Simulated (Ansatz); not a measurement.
Reaction (SMILES): B(Cl)(Cl)Cl → Cl[B]Cl + Cl atom
B3LYP-D3(BJ)/def2-TZVP geometries, fixed; electronic energies without zero-point terms.

Basis-set convergence of the bond dissociation energy at MP2 with Ansatz (an electronic-structure program). All functions are spherical. Cores are frozen. Open shells are unrestricted. No added dispersion term, no relativity. Functions are those of the species that has most. Reference: Hartree-Fock in aug-cc-pV(Q+d)Z plus the correlation part extrapolated as X^-3 from aug-cc-pV(T+d)Z and aug-cc-pV(Q+d)Z, 126.82 kcal/mol, itself unsure by roughly 0.48 kcal/mol (a third of the extrapolation step and of the last Hartree-Fock step). Deviations are taken from unrounded values.

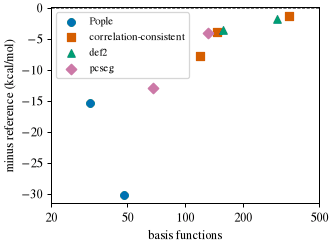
Figure: Deviation from the reference against the number of basis functions, by family of sets.

| basis | functions | bond dissociation energy (kcal/mol) | minus reference (kcal/mol) |
|---|---|---|---|
| STO-3G | 32 | 111.46 | -15.36 |
| 6-31G | 48 | 96.67 | -30.15 |
| pcseg-1 | 68 | 113.93 | -12.89 |
| aug-cc-pV(D+d)Z | 119 | 119.09 | -7.73 |
| pcseg-2 | 132 | 122.75 | -4.07 |
| cc-pV(T+d)Z | 147 | 122.88 | -3.94 |
| def2-TZVPP | 157 | 123.14 | -3.68 |
| def2-QZVPPD | 300 | 125.00 | -1.83 |
| aug-cc-pV(Q+d)Z | 347 | 125.45 | -1.38 |
